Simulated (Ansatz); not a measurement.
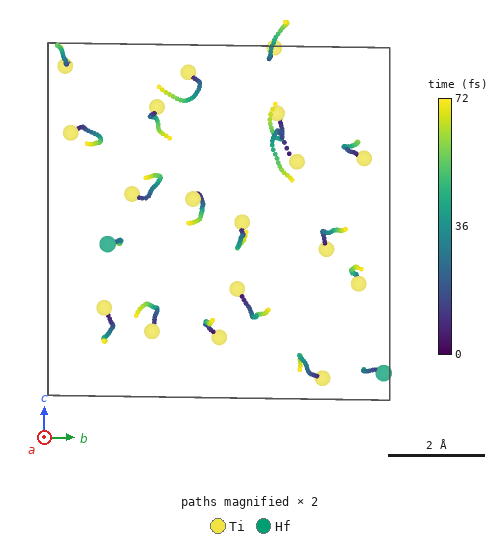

Molecular dynamics of an amorphous cell of composition HfTi₉ (20 atoms in the cell), 72 fs long. Dots mark each atom's position at evenly spaced times, coloured by time; spheres stand at the starting positions. The excursions are magnified 2 times. Seen along the a axis in the simulation cell.

Theory: Ansatz 0.2.0, DFT PBE, scalar-relativistic, plane waves, PAW. Settings: plane-wave cutoff 320 eV; k-point mesh 1 × 1 × 1; Fermi-Dirac smearing 0.25 eV; volume 1.05 times that of the relaxed crystal; set temperature 2900 K; time step 3 fs.

> What do the traces tell about the motion?

Root-mean-square distances from the starting positions over the second half, with the common drift of all atoms taken out: Ti 0.32 Å, Hf 0.29 Å. The run lasts only 72 fs, too short to tell vibration from diffusion. Over the second half the temperature averages 2277 K (spread ±489 K). The potential energy is still drifting at the end, so the run hasn't reached equilibrium. The potential energy in the second half lies on average 179 meV per atom above the first frame. The mean pressure there is 1.6 GPa.

Limits of the set-up: the k-point mesh is coarse for a cell with partly filled bands; the cutoff lies below the recommended one; the periodic images lie only 7.2 Å apart, so the values are limited by the cell's size.

The run took 2.2 min on 2 threads of Intel(R) Xeon(R) Platinum 8175M CPU @ 2.50GHz (Skylake/Cascade Lake), with other jobs on the host, peak memory 0.69 GiB.
